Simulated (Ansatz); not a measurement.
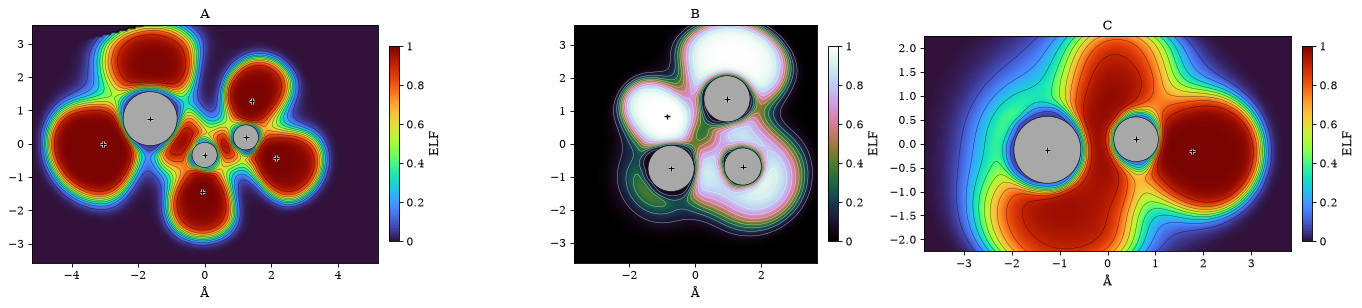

The electron localisation function of 3 systems, each on a plane through atoms (crosses mark nuclei in the plane; grey discs cover the cores).

All numbers below come from isolated molecule in a Gaussian basis; Kohn-Sham density functional theory, functional PBE0 in Ansatz 0.2.0.

System 1: BH₃Si, the plane of atoms Si2, B1 and H5. Geometry: BLYP-D3(BJ)/def2-SVP.

```xyz
5

B    -0.3681   -0.2880   -0.6026
Si    0.6635    0.1594    0.8861
H    -0.1316    0.6243    2.0713
H     1.8351    1.0467    0.5815
H    -0.8870   -0.9347   -1.4709
```

System 2: C₂H₄Al (SMILES C=[CH][AlH]) (doublet), the molecular plane. Geometry: B3LYP-D3(BJ)/def2-SVP.

```xyz
7

C    -1.6047   -0.3113    1.0360
C    -1.8097   -0.8694   -0.1713
Al   -0.3927   -1.7548   -1.2045
H    -2.4028    0.1820    1.6069
H    -0.6194   -0.3192    1.5197
H    -2.8339   -0.8104   -0.5738
H    -0.7722   -2.3803   -2.6364
```

System 3: H₃SSi₂ (charge +1), the plane of atoms Si2, S1 and Si3. Geometry: B3LYP-D3(BJ)/def2-SVP.

```xyz
6

S    -1.1942   -1.2249    2.2527
Si   -2.7821   -1.4614    0.8866
Si   -0.3083   -0.4681    0.4169
H     0.7200   -1.3660   -0.1401
H    -1.6261   -0.7352   -0.4224
H    -0.1201    0.9943    0.4276
```

Which map belongs to which system?

Answer. Panel A is system 2, C₂H₄Al: the plane holds C, Al and H. C–C (1.35 Å): the ELF peaks at about 0.95 between the atoms; localised, covalent bonding. Panel B is system 3, H₃SSi₂: the plane holds S, Si and H. Si–S (2.11 Å): the ELF peaks at about 0.85 between the atoms (localised, covalent bonding). Panel C is system 1, BH₃Si: the plane holds B, Si and H. Si–B (1.87 Å): the ELF peaks at about 0.95 between the atoms, as expected for a covalent bond.
